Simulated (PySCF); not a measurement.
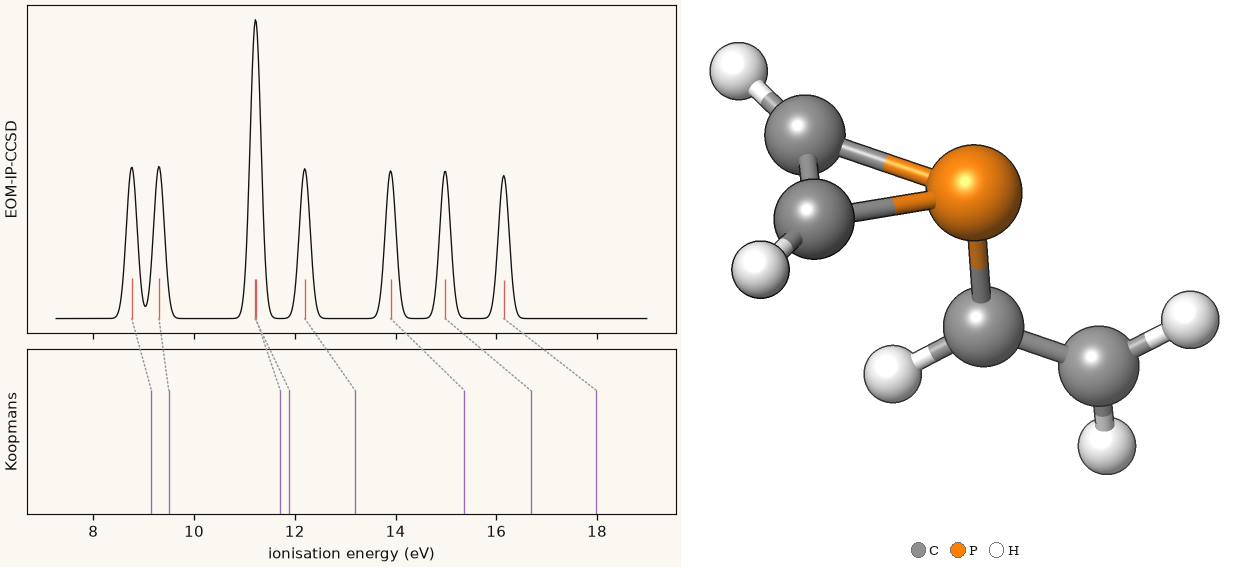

Valence photoelectron lines of C₄H₅P, SMILES C=CP1C=C1: vertical EOM-IP-CCSD/aug-cc-pVDZ (frozen core, PySCF, at a PBE0-D3(BJ)/def2-SVP geometry (no frequency check); 8 lines, one for each of the 8 highest orbitals, so a line of a deeper orbital can be missing among them) above, Hartree-Fock orbital energies with the sign turned below, non-relativistic; dotted lines join each line to its leading orbital. Stick heights are one-hole weights (summed over degenerate lines), not cross-sections; Gaussian width 0.25 eV.

Q: What is the first vertical ionisation energy, and how far is Koopmans' value off?

A: 8.76 eV from the HOMO; Koopmans gives 9.15 eV, 0.39 eV too high.

Q: List the lines.

A:
```csv
hole,EOM-IP-CCSD (eV),Koopmans (eV),one-hole weight
HOMO,8.76,9.15,0.96
HOMO-1,9.30,9.50,0.96
HOMO-3,11.21,11.89,0.95
HOMO-2,11.23,11.71,0.95
HOMO-4,12.20,13.20,0.94
HOMO-5,13.90,15.37,0.93
HOMO-6,14.98,16.68,0.93
HOMO-7,16.15,17.99,0.90
```

Caveats: small basis, so the lines can lie some tenths of an eV too low; one conformer of a flexible molecule.
